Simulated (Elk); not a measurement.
## Convergence study of the k-point mesh at a smearing width of 0.05 eV for NiAl (P4mm, 2 atoms in the cell)

```
NiAl
1.0
    2.88133     0.00000     0.00000
    0.00000     2.88133     0.00000
    0.00000     0.00000     2.88133
Al Ni
1 1
Cartesian
  1.44067   1.44067   1.49066
  0.00000   0.00000   0.00000
```

Computed with LDA (PW92), all-electron FP-LAPW, Elk's shipped species files, default APW+lo basis in Elk 10.2.4.

Base settings: swidth = 0.00367493 Ha; ngridk = 7 7 7; rmtscf = 0.95; maxscl = 100.

In this ladder: swidth = 0.00183747 Ha.

The second cell is the first with its lattice scaled by 0.98.

Only quantities that move along the ladder and can be compared are tabulated.

Core times come from one kind of shared machine, to one figure; runs under 30 s give none.

The starting cell has typed, rounded lattice constants, without a prior relaxation at this level. Its lattice was rescaled by up to half a per cent. One atom was moved a little off its site on purpose. Spin polarisation is off. Values depend on the basis (sphere radii, cutoffs, local orbitals), which need not be converged.

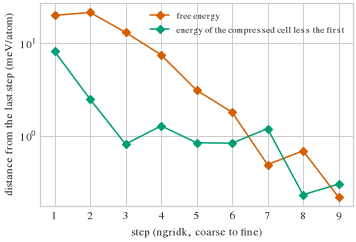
Distance from the last step along the ladder; very small values are drawn at a floor.

| ngridk | free energy less the last step's (meV/atom) | energy of the compressed cell less the first (meV/atom) | core time / last (rough) |
|---|---|---|---|
| 4 4 4 | -19.97 | -23.50 | – |
| 5 5 5 | 21.48 | -17.82 | – |
| 6 6 6 | 13.11 | -14.53 | – |
| 7 7 7 | -7.48 | -14.07 | – |
| 9 9 9 | 3.10 | -16.18 | – |
| 10 10 10 | -1.79 | -16.17 | – |
| 12 12 12 | 0.49 | -14.15 | 0.2 |
| 15 15 15 | 0.69 | -15.11 | 0.3 |
| 18 18 18 | 0.22 | -15.64 | 0.6 |
| 22 22 22 | 0.00 | -15.34 | 1 |

Coarsest ngridk that holds the energy of the compressed cell less the first within 1 meV/atom of the last step, with all finer ones: 15 15 15, at about 0.3 of the last step's time; the step before is off by 1.2 meV/atom.

Coarsest ngridk that holds the free energy within 5 meV/atom of the last step, with all finer ones: 9 9 9; the step before is off by 7.5 meV/atom.

Two neighbours can agree and both be off: 9 9 9 and 10 10 10 differ by 0.01 meV/atom in the energy of the compressed cell less the first, yet lie about 0.83 meV/atom from the last step.
